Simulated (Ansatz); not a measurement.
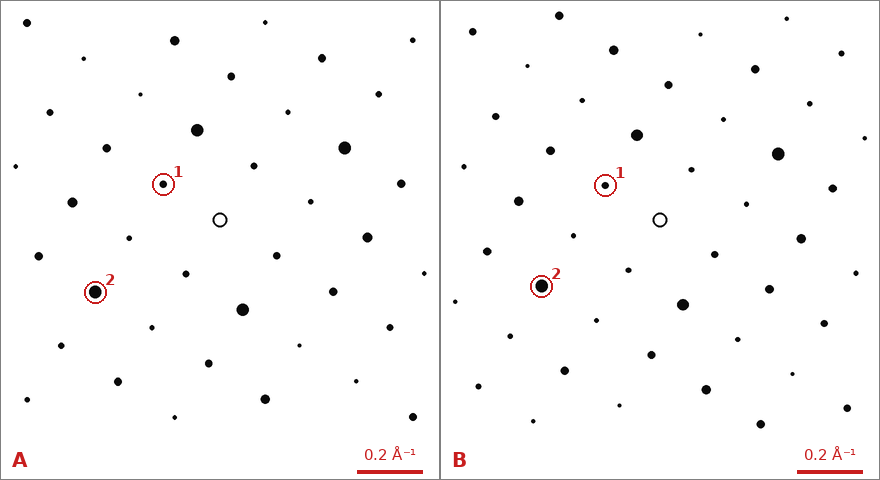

Kinematic electron diffraction patterns (200 kV, B = 0.5 Å², same scale) along [110] of the run's own cell, for the start and the end of one relaxation of Rb2SbF6 with DFT, PAW plane waves, pbe in Ansatz 0.2.0. k mesh 5×5×6. The start is a generated model structure, and the relaxation ends in the nearest stationary point of its symmetry, not necessarily the ground state. Spot 1 is 0 0 -1 and spot 2 is -2 2 -1 in both.

Start structure:

```yaml
crystal:
  lattice:
    - [5.86223, 0.00000, 0.00000]
    - [-2.93111, 5.07684, 0.00000]
    - [0.00000, 0.00000, 4.82475]
  atoms:
    - { symbol: Rb, position: [0.33330, 0.66670, 0.69500] }
    - { symbol: Rb, position: [0.66670, 0.33330, 0.30500] }
    - { symbol: F, position: [0.14400, 0.85600, 0.21300] }
    - { symbol: F, position: [0.14400, 0.28800, 0.21300] }
    - { symbol: F, position: [0.71200, 0.85600, 0.21300] }
    - { symbol: F, position: [0.85600, 0.14400, 0.78700] }
    - { symbol: F, position: [0.28800, 0.14400, 0.78700] }
    - { symbol: F, position: [0.85600, 0.71200, 0.78700] }
    - { symbol: Sb, position: [0.00000, 0.00000, 0.00000] }
```

Which pattern belongs to the start structure, and which to the relaxed one?

Answer. A is the start: its cell gives d(1) = 4.825 Å, d(2) = 2.246 Å and an angle of 62.3°. B is the relaxed structure, with d(1) = 4.997 Å (+3.6 %), d(2) = 2.390 Å (+6.4 %) and 61.4°.

What did the relaxation do to the structure and the energy?

Answer. The volume changed by +19.0 % to 18.99 Å³ an atom; with the mean shift removed, the atoms moved by up to 0.18 Å relative to the cell (F most); the space group stayed P-3m1 (No. 164); the free energy fell by 600 meV an atom. Relaxed cell: a = 6.284 Å, b = 6.284 Å, c = 4.997 Å, α = 90.00°, β = 90.00°, γ = 120.00°.
